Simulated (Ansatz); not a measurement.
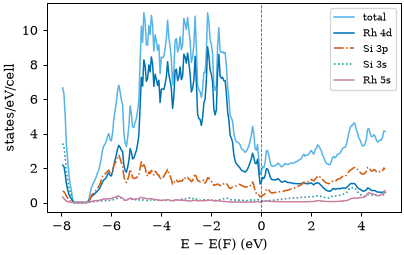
Figure. Total and projected density of states of SiRh in space group Pnma (No. 62; Si on 4c, Rh on 4c), the program Ansatz at the PBEsol level (PAW)

### Question
Which orbitals carry the states next to the Fermi level?

### Answer
Within 0.5 eV of the Fermi level: Rh 4d 67 %, Si 3p 24 %. Projections are on Löwdin-orthogonalised atomic valence shells; empty p or d shells of many metals are not among them.

### Question
Where is the tallest occupied peak in this window, and what makes it?

### Answer
Near -4.7 eV, about 11 states/eV per cell; the largest projected share is Rh 4d.

The first step of the workflow began from a Materials Project structure, measured or hypothetical; the Crystallography Open Database copy checked does not list it. COD files the formula under space group No. 14, so this cell is another polymorph or a model. Whether it is the stable phase at ambient conditions was not checked. The PBEsol relaxation kept the symmetry of its start; its stability against distortions is not shown here. The run is not spin-polarised. Spin–orbit coupling is left out wherever it is not named.

Potentials: the later of the program's two PAW sets.
